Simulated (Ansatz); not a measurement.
# CF3NOZr: one molecule under many settings

Aim: run CF3NOZr under a spread of inputs, and see what each costs and gives.

The runs use Ansatz 0.2.0, Gaussian basis; the settings change from run to run.

### 1 The relaxed structure

The geometry comes from an earlier relaxation with PBE0-D4 in a triple-zeta def2 set; it is a stationary point, not always the lowest conformer. Zr takes a core potential in def2 sets; no spin-orbit term is included.

SMILES `O=C=[N][Zr]([F])([F])[F]`, 7 atoms, charge 0, spin multiplicity 1.

Atoms are counted from 1 here; the program's logs count them from 0.

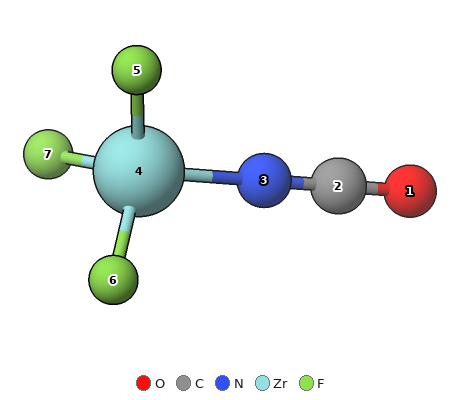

The geometry (oxygen red, carbon grey, nitrogen blue, zirconium light teal, fluorine green); atoms are numbered from 1 in the order of the file.

### 2 PBEsol/STO-3G

Set apart from the defaults: multiplicity 3.

Contents of in.yaml:

```yaml
crystal:
  periodic: [false, false, false]
  atoms:
    - {symbol: O, position_ang: [1.742874, -2.163635, 1.755073]}
    - {symbol: C, position_ang: [1.127330, -1.397634, 1.136908]}
    - {symbol: N, position_ang: [0.488772, -0.602901, 0.495703]}
    - {symbol: Zr, position_ang: [-0.585966, 0.727141, -0.590340]}
    - {symbol: F, position_ang: [0.580139, 1.972894, -1.408383]}
    - {symbol: F, position_ang: [-1.790384, 1.649529, 0.540801]}
    - {symbol: F, position_ang: [-1.562755, -0.185394, -1.929762]}
basis:
  gaussian: {orbitals: STO-3G}
magnetization: {spin_polarized: true, initial_magnetization: 2}
hamiltonian: {xc: {name: PBEsol}}
```

Started as:

```bash
> ansatz run in.yaml --threads 4 --pin off --events-out ev --progress --plain --max-ram 10444MiB
```

Standard output:

```text
Functional definition: PBEsol
  name "PBEsol"
  cite "Perdew et al., Phys. Rev. Lett. 100, 136406 (2008) doi:10.1103/PhysRevLett.100.136406"
  cite "Perdew, Burke & Ernzerhof, Phys. Rev. Lett. 77, 3865 (1996) doi:10.1103/PhysRevLett.77.3865"
  parent pbesol
  exchange = pbesol_x
  correlation = pbesol_c
762 factors; integrals over basis functions are off by at most 6.7e-5 eV
mean field evaluation 1: about -107795.2593 eV, gradient 3.4e1 eV
mean field evaluation 2: about -107765.0968 eV, gradient 7.4e1 eV
mean field evaluation 4: about -107796.3330 eV, gradient 2.2e1 eV
mean field evaluation 8: about -107803.3929 eV, gradient 2.5e0 eV
mean field evaluation 16: about -107803.3543 eV, gradient 5.5e-3 eV
mean field evaluation 32: about -107803.3545 eV, gradient 1.5e-3 eV
mean field evaluation 64: about -107798.3958 eV, gradient 1.7e1 eV
mean field evaluation 96: about -107803.3545 eV, gradient 2.0e-6 eV
mean field evaluation 128: about -107803.0356 eV, gradient 1.2e0 eV
mean field evaluation 160: about -107797.7866 eV, gradient 1.8e1 eV
mean field evaluation 192: about -107803.2403 eV, gradient 1.0e0 eV
mean field evaluation 224: about -107802.9617 eV, gradient 2.1e0 eV
mean field -107803.35456380 eV, -3961.7002084816 hartree, gradient 3.3e-6 eV, S^2 2.001356; 20 other end points of the search recorded, 0 dependent functions left out
reference -107803.35458280 eV, -3961.7002091797 hartree; 45, 43 occupied and 12, 14 virtual orbitals, 762 factors
Total energy: -107803.35458280 eV, -3961.7002091797 hartree
```

Run time: 18 s. Hardware: 4 threads of AMD EPYC 7B13, shared host.

⟨S²⟩ 2.001.

### 3 r2SCAN/def2-SVP

Set apart from the defaults: relativity set to none.

Edit in.yaml of step 2 so:

```diff
@@ -11,4 +11,4 @@
 basis:
-  gaussian: {orbitals: STO-3G}
-magnetization: {spin_polarized: true, initial_magnetization: 2}
-hamiltonian: {xc: {name: PBEsol}}
+  gaussian: {orbitals: def2-SVP}
+hamiltonian: {xc: {name: r2SCAN}, pseudopotentials: {relativity: none}}
+output: {forces: true}
```

Same command.

Standard output, cut to the lines that bear on the results:

```text
Functional definition: r2SCAN
  name "r2SCAN"
  cite "Furness, Kaplan, Ning, Perdew & Sun, J. Phys. Chem. Lett. 11, 8208 (2020) doi:10.1021/acs.jpclett.0c02405"
  cite "Furness, Kaplan, Ning, Perdew & Sun, J. Phys. Chem. Lett. 11, 9248 (2020) doi:10.1021/acs.jpclett.0c03077"
  parent r2scan
[...]
1195 factors; their error is unknown
[...]
mean field -13998.92963787 eV, -514.4511753764 hartree, gradient 2.9e-5 eV, S^2 0.000000; 0 other end points of the search recorded, 0 dependent functions left out
[...]
reference -13998.92966764 eV, -514.4511764704 hartree; 30, 30 occupied and 85, 85 virtual orbitals, 1195 factors
Total energy: -13998.92966764 eV, -514.4511764704 hartree
Atom 0 at     1.742874    -2.163635     1.755073 Å, force     0.498032    -0.619377     0.500704 eV/Å
Atom 1 at     1.127330    -1.397634     1.136908 Å, force     0.073338    -0.090686     0.074194 eV/Å
Atom 2 at     0.488772    -0.602901     0.495703 Å, force    -0.439626     0.546196    -0.442219 eV/Å
Atom 3 at    -0.585966     0.727141    -0.590340 Å, force     0.000705    -0.000128     0.000525 eV/Å
Atom 4 at     0.580139     1.972894    -1.408383 Å, force     0.158058     0.165806    -0.108567 eV/Å
Atom 5 at    -1.790384     1.649529     0.540801 Å, force    -0.160607     0.122298     0.153933 eV/Å
Atom 6 at    -1.562755    -0.185394    -1.929762 Å, force    -0.129899    -0.124108    -0.178571 eV/Å
Dipole moment:    -0.037962     0.047427    -0.037974 e Å
```

Wall time 2 s (4 threads of AMD EPYC 7B13, shared host).

Largest force 0.939 eV/Å, dipole 0.34 D.

### 4 PBE-QIDH/def2-mTZVP

This run has unrestricted orbitals, atoms shaken by 0.08 Å, a grid of angular degree 23, a point charge of 1.00 e beside it, the search for lower states set to off.

Contents of in.yaml:

```yaml
crystal:
  periodic: [false, false, false]
  atoms:
    - {symbol: O, position_ang: [1.814130, -2.284544, 1.845027]}
    - {symbol: C, position_ang: [1.066561, -1.470987, 1.072456]}
    - {symbol: N, position_ang: [0.360607, -0.668950, 0.594655]}
    - {symbol: Zr, position_ang: [-0.525857, 0.664757, -0.509726]}
    - {symbol: F, position_ang: [0.587016, 1.887098, -1.453542]}
    - {symbol: F, position_ang: [-1.955339, 1.595714, 0.690467]}
    - {symbol: F, position_ang: [-1.579801, -0.208127, -2.161385]}
basis:
  gaussian: {orbitals: def2-mTZVP, final_grid: {core_spheres: 8, valence_spheres: 7, degree: 23}, point_charges: [{charge: 1.00, position_ang: [5.564, 0.120, 0.581]}]}
magnetization: {spin_polarized: true, initial_magnetization: 0}
hamiltonian: {xc: {name: PBE-QIDH}}
scf: {lower_state_search: off}
```

Same command.

Standard output, cut to the lines that bear on the results:

```text
Functional definition: PBE-QIDH
  name "PBE-QIDH"
  cite "Brémond, Sancho-García, Pérez-Jiménez & Adamo, J. Chem. Phys. 141, 031101 (2014) doi:10.1063/1.4890314"
  cite "Perdew, Burke & Ernzerhof, Phys. Rev. Lett. 77, 3865 (1996) doi:10.1103/PhysRevLett.77.3865"
[...]
1367 factors; integrals over basis functions are off by at most 6.7e-4 eV
[...]
mean field -13981.79432702 eV, -513.8214643173 hartree, gradient 2.4e-6 eV, S^2 0.000000; 0 other end points of the search recorded, 0 dependent functions left out
6 core orbitals not correlated: weight in the atoms' cores, before any rotation towards them, 1.000 or more for the frozen orbitals, at most 0.000 for the correlated occupied ones
reference -13981.79434472 eV, -513.8214649677 hartree; 24, 24 occupied and 122, 122 virtual orbitals, 1367 factors
second order -42.63537148 eV of doubles, -0.00000000 eV of singles
Total energy: -13996.00613521 eV, -514.3437386353 hartree
Checks for a lower state left out: stability, starts, cluster_reference, orbital_swaps, neighbouring_geometries, increment
```

Wall time 2.2 s (4 threads of AMD EPYC 7B13, shared host); peak memory 0.42 GiB.

⟨S²⟩ 0.000.

### 5 revPBE0/def2-TZVP

This run has the search for lower states set to off.

Contents of in.yaml:

```yaml
crystal:
  periodic: [false, false, false]
  atoms:
    - {symbol: O, position_ang: [1.742874, -2.163635, 1.755073]}
    - {symbol: C, position_ang: [1.127330, -1.397634, 1.136908]}
    - {symbol: N, position_ang: [0.488772, -0.602901, 0.495703]}
    - {symbol: Zr, position_ang: [-0.585966, 0.727141, -0.590340]}
    - {symbol: F, position_ang: [0.580139, 1.972894, -1.408383]}
    - {symbol: F, position_ang: [-1.790384, 1.649529, 0.540801]}
    - {symbol: F, position_ang: [-1.562755, -0.185394, -1.929762]}
basis:
  gaussian: {orbitals: def2-TZVP}
hamiltonian: {xc: {name: revPBE0}}
scf: {lower_state_search: off}
output: {forces: true}
```

Same command.

Standard output, cut to the lines that bear on the results:

```text
Functional definition: revPBE0
  name "revPBE0"
  cite "Zhang & Yang, Phys. Rev. Lett. 80, 890 (1998) doi:10.1103/PhysRevLett.80.890"
  cite "Adamo & Barone, J. Chem. Phys. 110, 6158 (1999) doi:10.1063/1.478522"
  cite "Perdew, Burke & Ernzerhof, Phys. Rev. Lett. 77, 3865 (1996) doi:10.1103/PhysRevLett.77.3865"
[...]
1353 factors; their error is unknown
[...]
mean field -14013.04931032 eV, -514.9700637684 hartree, gradient 9.9e-7 eV, S^2 0.000000; 0 other end points of the search recorded, 0 dependent functions left out
[...]
reference -14013.04938498 eV, -514.9700665119 hartree; 30, 30 occupied and 196, 196 virtual orbitals, 1353 factors
Total energy: -14013.04938498 eV, -514.9700665119 hartree
Atom 0 at     1.742874    -2.163635     1.755073 Å, force     0.140811    -0.174763     0.141915 eV/Å
Atom 1 at     1.127330    -1.397634     1.136908 Å, force    -0.020146     0.025004    -0.020353 eV/Å
Atom 2 at     0.488772    -0.602901     0.495703 Å, force    -0.038461     0.047963    -0.038509 eV/Å
Atom 3 at    -0.585966     0.727141    -0.590340 Å, force     0.004095    -0.005586     0.003457 eV/Å
Atom 4 at     0.580139     1.972894    -1.408383 Å, force     0.088424     0.100084    -0.066029 eV/Å
Atom 5 at    -1.790384     1.649529     0.540801 Å, force    -0.096228     0.074841     0.086097 eV/Å
Atom 6 at    -1.562755    -0.185394    -1.929762 Å, force    -0.078495    -0.067542    -0.106577 eV/Å
Dipole moment:    -0.045697     0.057173    -0.045624 e Å
Checks for a lower state left out: stability, starts, cluster_reference, orbital_swaps, neighbouring_geometries, increment
```

Wall time 2.5 s (4 threads of AMD EPYC 7B13, shared host); peak memory 0.57 GiB.

Largest force 0.266 eV/Å, dipole 0.41 D.

### 6 r2SCAN50/def2-TZVP

Edit in.yaml of step 5 so:

```diff
@@ -12,4 +12,3 @@
   gaussian: {orbitals: def2-TZVP}
-hamiltonian: {xc: {name: revPBE0}}
-scf: {lower_state_search: off}
+hamiltonian: {xc: {name: r2SCAN50}}
 output: {forces: true}
```

Same command.

Standard output, cut to the lines that bear on the results:

```text
Functional definition: r2SCAN50
  name "r2SCAN50"
  cite "Bursch, Neugebauer, Ehlert & Grimme, J. Chem. Phys. 156, 134105 (2022) doi:10.1063/5.0086040"
  cite "Furness, Kaplan, Ning, Perdew & Sun, J. Phys. Chem. Lett. 11, 8208 (2020) doi:10.1021/acs.jpclett.0c02405"
  cite "Furness, Kaplan, Ning, Perdew & Sun, J. Phys. Chem. Lett. 11, 9248 (2020) doi:10.1021/acs.jpclett.0c03077"
  parent r2scan
[...]
1526 factors; their error is unknown
[...]
mean field -14008.39014613 eV, -514.7988426426 hartree, gradient 4.2e-5 eV, S^2 0.000000; 0 other end points of the search recorded, 0 dependent functions left out
[...]
reference -14008.39016201 eV, -514.7988432260 hartree; 30, 30 occupied and 196, 196 virtual orbitals, 1526 factors
Total energy: -14008.39016201 eV, -514.7988432260 hartree
Atom 0 at     1.742874    -2.163635     1.755073 Å, force    -0.880819     1.096542    -0.884084 eV/Å
Atom 1 at     1.127330    -1.397634     1.136908 Å, force     0.227717    -0.283321     0.228655 eV/Å
Atom 2 at     0.488772    -0.602901     0.495703 Å, force     0.549167    -0.684632     0.550406 eV/Å
Atom 3 at    -0.585966     0.727141    -0.590340 Å, force    -0.129823     0.159660    -0.131892 eV/Å
Atom 4 at     0.580139     1.972894    -1.408383 Å, force    -0.274092    -0.289741     0.190175 eV/Å
Atom 5 at    -1.790384     1.649529     0.540801 Å, force     0.280542    -0.214149    -0.265489 eV/Å
Atom 6 at    -1.562755    -0.185394    -1.929762 Å, force     0.227308     0.215641     0.312230 eV/Å
Dipole moment:    -0.044425     0.055654    -0.044277 e Å
```

Wall time 4.5 s (4 threads of AMD EPYC 7B13, shared host); peak memory 0.67 GiB.

Largest force 1.661 eV/Å, dipole 0.40 D.

### 7 BLYP/def2-SVP

This run has the search for lower states set to off.

Edit in.yaml of step 6 so:

```diff
@@ -11,4 +11,4 @@
 basis:
-  gaussian: {orbitals: def2-TZVP}
-hamiltonian: {xc: {name: r2SCAN50}}
-output: {forces: true}
+  gaussian: {orbitals: def2-SVP}
+hamiltonian: {xc: {name: BLYP}}
+scf: {lower_state_search: off}
```

Launched as before.

Standard output, cut to the lines that bear on the results:

```text
Functional definition: BLYP
  name "BLYP"
  cite "Becke, Phys. Rev. A 38, 3098 (1988) doi:10.1103/PhysRevA.38.3098"
  cite "Lee, Yang & Parr, Phys. Rev. B 37, 785 (1988) doi:10.1103/PhysRevB.37.785"
[...]
1195 factors; their error is unknown
[...]
mean field -14002.10612050 eV, -514.5679089601 hartree, gradient 4.4e-6 eV, S^2 0.000000; 0 other end points of the search recorded, 0 dependent functions left out
reference -14002.10651953 eV, -514.5679236240 hartree; 30, 30 occupied and 85, 85 virtual orbitals, 1195 factors
Total energy: -14002.10651953 eV, -514.5679236240 hartree
Checks for a lower state left out: stability, starts, cluster_reference, orbital_swaps, neighbouring_geometries, increment
```

It took 0.55 s on 4 threads of AMD EPYC 7B13, shared host.

### 8 PBE0-DH/def2-TZVPP

Options: charge +1, multiplicity 2, density fitting with def2-universal-jkfit, high accuracy, the search for lower states set to light.

Edit in.yaml of step 7 so:

```diff
@@ -11,4 +11,8 @@
 basis:
-  gaussian: {orbitals: def2-SVP}
-hamiltonian: {xc: {name: BLYP}}
-scf: {lower_state_search: off}
+  gaussian: {orbitals: def2-TZVPP, fitting: {mean_field: def2-universal-jkfit}}
+total_charge: 1
+magnetization: {spin_polarized: true, initial_magnetization: 1}
+hamiltonian: {xc: {name: PBE0-DH}}
+accuracy: high
+scf: {lower_state_search: light}
+output: {forces: true}
```

The command is unchanged.

Standard output, cut to the lines that bear on the results:

```text
Functional definition: PBE0-DH
  name "PBE0-DH"
  cite "Brémond & Adamo, J. Chem. Phys. 135, 024106 (2011) doi:10.1063/1.3604569"
  cite "Perdew, Burke & Ernzerhof, Phys. Rev. Lett. 77, 3865 (1996) doi:10.1103/PhysRevLett.77.3865"
[...]
715 factors; integrals over basis functions are off by at most 1.6e0 eV
[...]
mean field -13986.86329108 eV, -514.0077453108 hartree, gradient 2.3e-8 eV, S^2 0.803980; 2 other end points of the search recorded, 0 dependent functions left out
6 core orbitals not correlated: weight in the atoms' cores, before any rotation towards them, 1.000 or more for the frozen orbitals, at most 0.000 for the correlated occupied ones
reference -13986.86329509 eV, -514.0077454583 hartree; 24, 23 occupied and 212, 213 virtual orbitals, 715 factors
second order -53.93466183 eV of doubles, -0.00000000 eV of singles
[...]
Total energy: -13993.60512782 eV, -514.2555032413 hartree
Atom 0 at     1.742874    -2.163635     1.755073 Å, force    -0.632961     0.787183    -0.634828 eV/Å
Atom 1 at     1.127330    -1.397634     1.136908 Å, force     1.396331    -1.733298     1.400543 eV/Å
Atom 2 at     0.488772    -0.602901     0.495703 Å, force     1.202091    -1.496082     1.199859 eV/Å
Atom 3 at    -0.585966     0.727141    -0.590340 Å, force    -3.008254     3.716266    -3.065183 eV/Å
Atom 4 at     0.580139     1.972894    -1.408383 Å, force    -0.630497    -0.951288     0.694439 eV/Å
Atom 5 at    -1.790384     1.649529     0.540801 Å, force     0.914251    -0.736134    -0.620909 eV/Å
Atom 6 at    -1.562755    -0.185394    -1.929762 Å, force     0.759038     0.413353     1.026078 eV/Å
Dipole moment:     0.841003    -1.044620     0.839321 e Å
```

It took 3.4 min on 4 threads of AMD EPYC 7B13, shared host; peak memory 1.2 GiB.

Largest force 5.679 eV/Å, ⟨S²⟩ 0.804.

### 9 r2SCAN/def2-TZVPD

Options: multiplicity 3, D3(BJ) with three-body dispersion, relativity set to none.

Edit in.yaml of step 8 so:

```diff
@@ -11,8 +11,5 @@
 basis:
-  gaussian: {orbitals: def2-TZVPP, fitting: {mean_field: def2-universal-jkfit}}
-total_charge: 1
-magnetization: {spin_polarized: true, initial_magnetization: 1}
-hamiltonian: {xc: {name: PBE0-DH}}
-accuracy: high
-scf: {lower_state_search: light}
+  gaussian: {orbitals: def2-TZVPD}
+magnetization: {spin_polarized: true, initial_magnetization: 2}
+hamiltonian: {xc: {name: r2SCAN}, dispersion: d3bjatm, pseudopotentials: {relativity: none}}
 output: {forces: true}
```

Launched as before.

Standard output, cut to the lines that bear on the results:

```text
Functional definition: r2SCAN
  name "r2SCAN"
  cite "Furness, Kaplan, Ning, Perdew & Sun, J. Phys. Chem. Lett. 11, 8208 (2020) doi:10.1021/acs.jpclett.0c02405"
  cite "Furness, Kaplan, Ning, Perdew & Sun, J. Phys. Chem. Lett. 11, 9248 (2020) doi:10.1021/acs.jpclett.0c03077"
  parent r2scan
[...]
1449 factors; their error is unknown
[...]
mean field -14009.11590365 eV, -514.8255137392 hartree, gradient 9.7e-7 eV, S^2 2.007308; 8 other end points of the search recorded, 0 dependent functions left out
[...]
reference -14009.11594276 eV, -514.8255151765 hartree; 31, 29 occupied and 243, 245 virtual orbitals, 1449 factors
Total energy: -14009.15448817 eV, -514.8269316943 hartree
Atom 0 at     1.742874    -2.163635     1.755073 Å, force     2.167791    -2.695771     2.173764 eV/Å
Atom 1 at     1.127330    -1.397634     1.136908 Å, force    -0.021969     0.029238    -0.009232 eV/Å
Atom 2 at     0.488772    -0.602901     0.495703 Å, force    -0.837345     1.062226    -0.935976 eV/Å
Atom 3 at    -0.585966     0.727141    -0.590340 Å, force    -1.368909     1.449429    -0.178868 eV/Å
Atom 4 at     0.580139     1.972894    -1.408383 Å, force     0.916767     0.624737    -0.668927 eV/Å
Atom 5 at    -1.790384     1.649529     0.540801 Å, force    -0.422157     0.256946     0.621132 eV/Å
Atom 6 at    -1.562755    -0.185394    -1.929762 Å, force    -0.434178    -0.726804    -1.001893 eV/Å
Dipole moment:     0.313112    -0.390456     0.328898 e Å
```

Run time: 3.4 min. Hardware: 4 threads of AMD EPYC 7B13, shared host; peak memory 1.2 GiB.

Largest force 4.086 eV/Å, dipole 2.88 D, ⟨S²⟩ 2.007.

### 10 PBE0/def2-TZVPP

This run has charge +1, multiplicity 2.

Edit in.yaml of step 9 so:

```diff
@@ -11,5 +11,5 @@
 basis:
-  gaussian: {orbitals: def2-TZVPD}
-magnetization: {spin_polarized: true, initial_magnetization: 2}
-hamiltonian: {xc: {name: r2SCAN}, dispersion: d3bjatm, pseudopotentials: {relativity: none}}
-output: {forces: true}
+  gaussian: {orbitals: def2-TZVPP}
+total_charge: 1
+magnetization: {spin_polarized: true, initial_magnetization: 1}
+hamiltonian: {xc: {name: PBE0}}
```

Launched as before.

Standard output, cut to the lines that bear on the results:

```text
Functional definition: PBE0
  name "PBE0"
  cite "Adamo & Barone, J. Chem. Phys. 110, 6158 (1999) doi:10.1063/1.478522"
  cite "Perdew, Burke & Ernzerhof, Phys. Rev. Lett. 77, 3865 (1996) doi:10.1103/PhysRevLett.77.3865"
  parent pbe
[...]
1344 factors; their error is unknown
[...]
mean field -13994.76496070 eV, -514.2981263132 hartree, gradient 6.3e-6 eV, S^2 0.774750; 2 other end points of the search recorded, 0 dependent functions left out
reference -13994.76500863 eV, -514.2981280748 hartree; 30, 29 occupied and 212, 213 virtual orbitals, 1344 factors
Total energy: -13994.76500863 eV, -514.2981280748 hartree
```

It took 84 s on 4 threads of AMD EPYC 7B13, shared host; peak memory 1.2 GiB.

⟨S²⟩ 0.775.

### 11 The runs in one table

```
              level  charge  multiplicity              geometry  functions  energy (eV)     time
      PBEsol/STO-3G       0             3               relaxed         57  -107803.355     18 s
    r2SCAN/def2-SVP       0             1               relaxed        115   -13998.930      2 s
PBE-QIDH/def2-mTZVP       0             1  shaken, point charge        152   -13996.006    2.2 s
  revPBE0/def2-TZVP       0             1               relaxed        226   -14013.049    2.5 s
 r2SCAN50/def2-TZVP       0             1               relaxed        226   -14008.390    4.5 s
      BLYP/def2-SVP       0             1               relaxed        115   -14002.107   0.55 s
 PBE0-DH/def2-TZVPP       1             2               relaxed        242   -13993.605  3.4 min
  r2SCAN/def2-TZVPD       0             3               relaxed        274   -14009.154  3.4 min
    PBE0/def2-TZVPP       1             2               relaxed        242   -13994.765     84 s
```

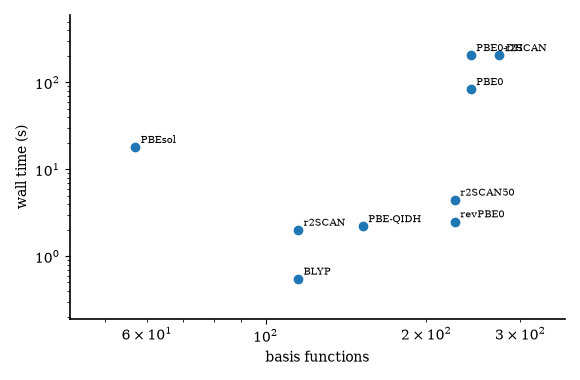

Wall time against the number of basis functions (shared host).

### 12 Outcome

```
                                         quantity                        value
                                             runs                            9
                                         quickest        BLYP/def2-SVP, 0.55 s
                                          slowest  PBE0-DH/def2-TZVPP, 3.4 min
spread of total energies, same state and geometry                      14.1 eV
                  dipole, same state and geometry               0.34 to 0.41 D
```

In words: PBE0-DH/def2-TZVPP took 374 times as long as BLYP/def2-SVP. The jobs differ in tasks and options as well as level. Total energies at one charge and spin differ by 14 eV between levels, so only differences within one level mean anything. At the PBE0-D4/def2-TZVP geometry and in the same state, runs without warnings or point charges leave forces up to 1.66 eV/Å (r2SCAN50/def2-TZVP). At that geometry and state the dipole changes by 20 % between the lowest and highest value.
